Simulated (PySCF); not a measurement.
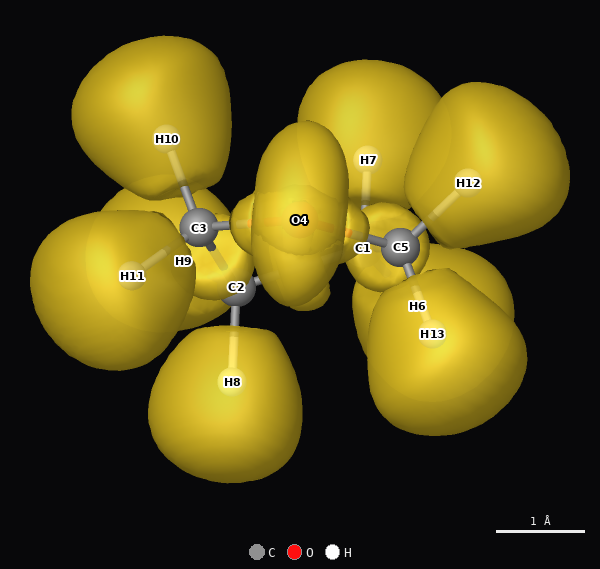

*C4H8O (tetrahydrofuran). Isosurface of the ELF at 0.75 (yellow), seen from one side. Core shells and regions of very low density are left out.*

Geometry: GFN2-xTB.

Method: PBE0/pcSseg-1, SCF density, in a chloroform solvent model, non-relativistic (PySCF).

The calculation's input:

```
{"job": {"xc": "PBE0", "basis": "pcSseg-1", "solvent": "chloroform", "kind": "nmr", "pop": true}, "charge": 0, "multiplicity": 1}
C      0.096498    -1.002812    -0.382732
C     -1.052428    -0.158608     0.163981
C     -0.472631     1.251221     0.045368
O      0.932425     1.132663     0.203745
C      1.309416    -0.233529     0.140635
H      0.078998    -2.032946    -0.035043
H      0.085318    -0.994249    -1.473313
H     -1.237043    -0.405186     1.210340
H     -1.977072    -0.273272    -0.396707
H     -0.684463     1.677545    -0.945472
H     -0.851978     1.937141     0.807866
H      2.186903    -0.322001    -0.505619
H      1.581668    -0.575480     1.149223
```

Run with:

```sh
OMP_NUM_THREADS=1 python ens_run.py task.json out
```

Q: Where are the electrons localised?

A: The ELF exceeds this value in three regions between bonded C–C atoms (shared pairs), eight regions around hydrogen nuclei and one region on O in which the atom's valence shell and bonds are merged. Profiles from the grid: C–O (1.42 Å): the ELF peaks at about 0.90 between the atoms, as expected for a polar covalent bond. C–C (1.53 Å): the ELF peaks at about 0.95 between the atoms (localised, covalent bonding).
